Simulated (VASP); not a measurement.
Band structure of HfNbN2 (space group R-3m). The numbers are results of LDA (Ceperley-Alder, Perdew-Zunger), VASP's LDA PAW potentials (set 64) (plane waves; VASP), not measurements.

Unless said otherwise, spin-orbit coupling is left out, though it shifts the bands of the heavy elements here.

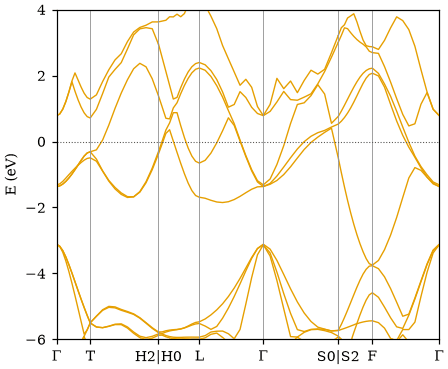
Figure. Bands along high-symmetry lines, zero at the valence-band maximum or, without a gap, the Fermi level

Question: Read the plot: is there a gap, and where are the band edges?

Answer: It has no gap at this level: it comes out as a metal or semimetal. (Edges off the drawn lines would not show.)

The structure comes from a computed database's HfNbN2 entry (R-3m); how it stands against other phases isn't given here. It was relaxed first, which changed the volume by -6 %. The electron count is odd and the run is not spin-polarised, which forces a metal.
